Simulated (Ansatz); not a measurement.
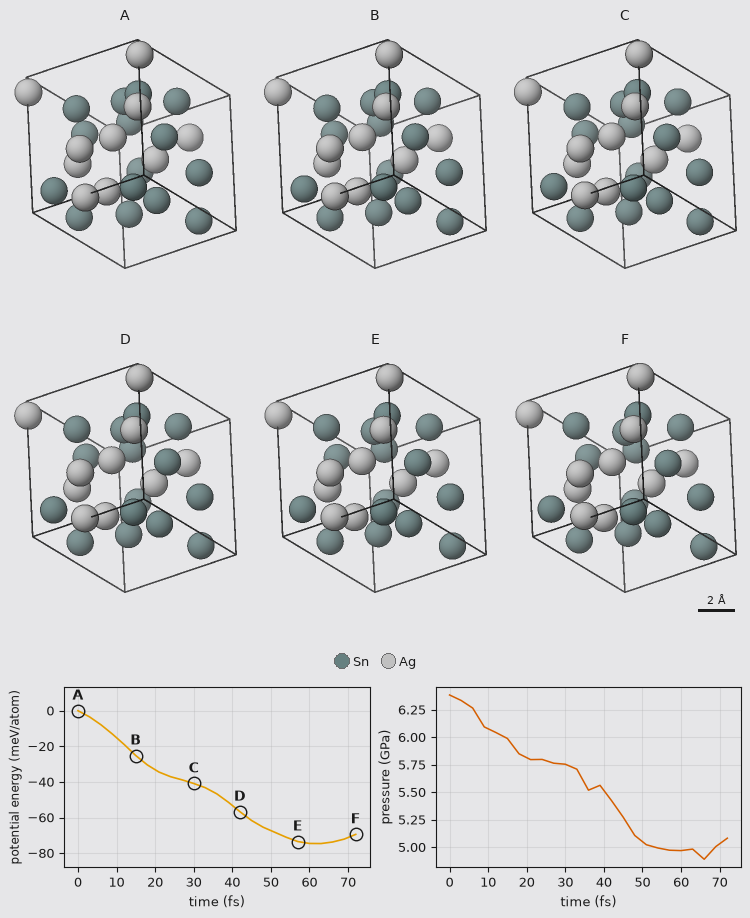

Molecular dynamics of an amorphous cell of composition Ag3Sn5 (24 atoms in the cell), 72 fs long. Frames (A at 0 fs, B at 15 fs, C at 30 fs, D at 42 fs, E at 57 fs, F at 72 fs) and the history of the run. A spheres-only model of the simulation cell, seen from a free direction.

All numbers below come from DFT PBE, scalar-relativistic, plane waves, PAW (Ansatz). Settings: plane-wave cutoff 320 eV; k-point mesh 1 × 1 × 1; Fermi-Dirac smearing 0.0974 eV; set temperature 1130 K; time step 3 fs.

Describe the run.

The mean temperature in the second half is 1303 K (standard deviation 96 K). The potential energy in the second half lies on average 66.1 meV per atom below the first frame. The mean pressure there is 5.1 GPa. In the second half of the run the atoms are, in the root-mean-square, this far from where they began (common drift taken out): Sn 0.25 Å, Ag 0.17 Å. The run lasts only 72 fs, too short to tell vibration from diffusion.

Limits of the set-up: the cutoff lies below the recommended one; the periodic images lie only 8.1 Å apart, so the values are limited by the cell's size.

Cost: 3 min on 2 threads of Arm Neoverse V1, with other jobs on the host, peak memory 0.78 GiB.
